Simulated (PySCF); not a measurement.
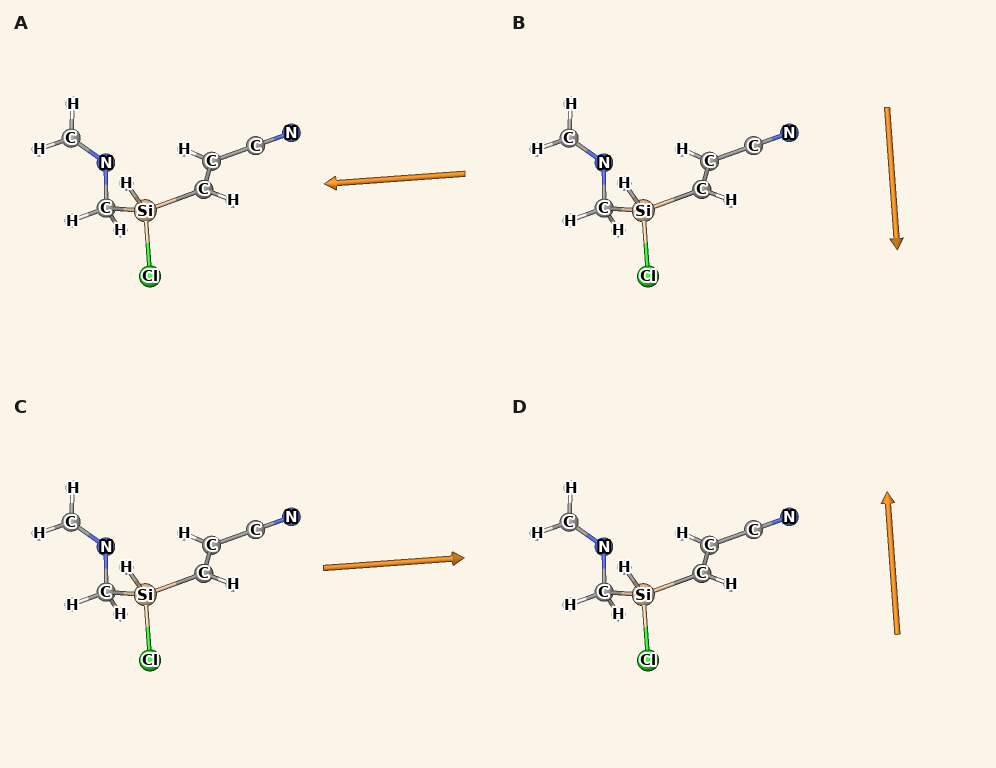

The same molecule four times, each with an arrow. The geometry was computed by an optimisation with GFN2-xTB. No frequency run is at hand to confirm it as a minimum. Properties computed with PBE0/pcSseg-1, gas phase (PySCF 2.14.0).

Question: Which arrow points along the dipole moment, from the negative to the positive end?

Answer: A. The dipole moment is 5.21 D.

The geometry is semi-empirical. Around Si such bond lengths and angles can be off by a tenth of an ångström or more and by several degrees, and values that hang on the shape move with them.
